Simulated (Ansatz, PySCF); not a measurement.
CH4 (SMILES C) and CH6Si (SMILES C[SiH3]) are pulled apart as rigid monomers along the line of their centres of mass, from the B3LYP-D3(BJ)/def2-TZVP minimum. Starting geometry (charge 0, multiplicity 1):
```xyz
13

C     -0.082     0.001    -0.313
H     -1.037    -0.095     0.201
H      0.302     1.013    -0.185
H      0.628    -0.711     0.105
H     -0.219    -0.201    -1.374
C     -0.177     1.265     3.415
Si     0.166    -0.575     3.534
H     -0.299     1.571     2.375
H      0.645     1.842     3.844
H     -1.089     1.526     3.955
H     -0.950    -1.355     2.947
H      0.323    -0.983     4.952
H      1.412    -0.925     2.810
```

Interaction energies with rigid monomers; basis-set methods are counterpoise corrected unless marked otherwise.

Correlated levels freeze the cores. Rows in 3-21G, 6-311+G**, 6-31G* carry no dispersion term and start afresh at each structure (6-31G* with six Cartesian d functions).

The values were computed with Ansatz (Gaussian orbitals); PySCF for 3-21G rows, 6-311+G** rows, 6-31G* rows. Each number belongs to the level named beside it.

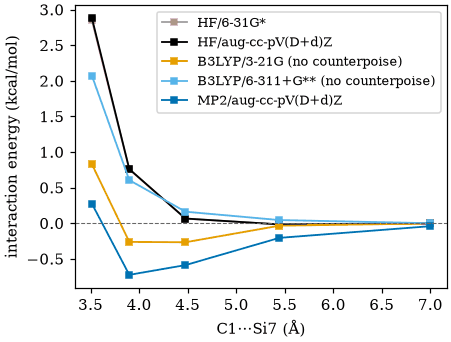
*Interaction energy against separation*

Which level binds most strongly at C1···Si7 = 3.90, and by how much?

MP2/aug-cc-pV(D+d)Z, -0.7 kcal/mol.

Ansatz is a first-principles code.
